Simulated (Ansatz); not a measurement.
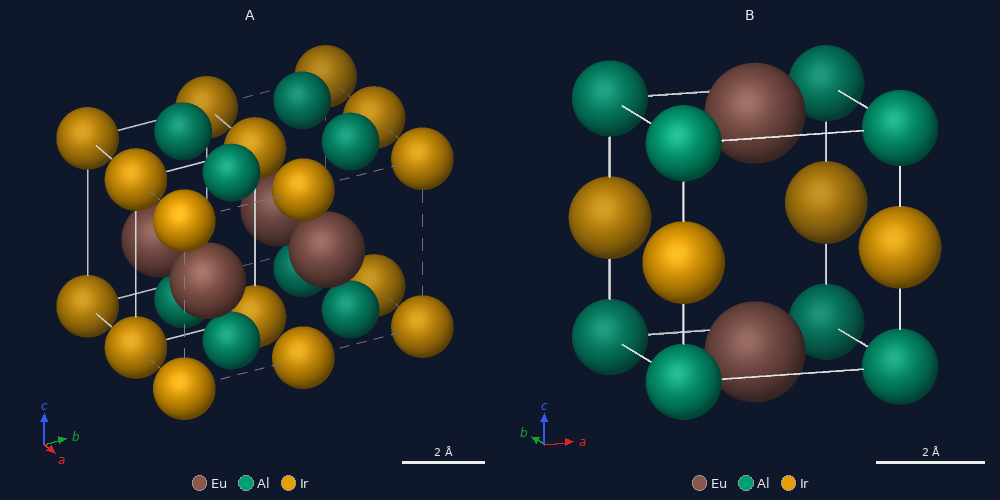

Two structures of EuAlIr, each relaxed to rest (conventional cells in solid outline, small ones repeated, not to one scale). Method: DFT PBE, scalar-relativistic, plane waves, PAW (Ansatz 0.2.0), with collinear spins.

Question: Which two forms are compared?

Answer: A: 3 atoms a cell on a primitive hexagonal lattice, P-6m2. B: 3 atoms a cell on a primitive tetragonal lattice, P4/mmm.

Question: Which is the more stable form at this level of theory?

Answer: A is lower, by 1017 meV/atom at this level of theory (energies at zero smearing). Volumes: A 22.4, B 27.7 Å³/atom.

One or both may be structure types tried for this composition rather than known phases.
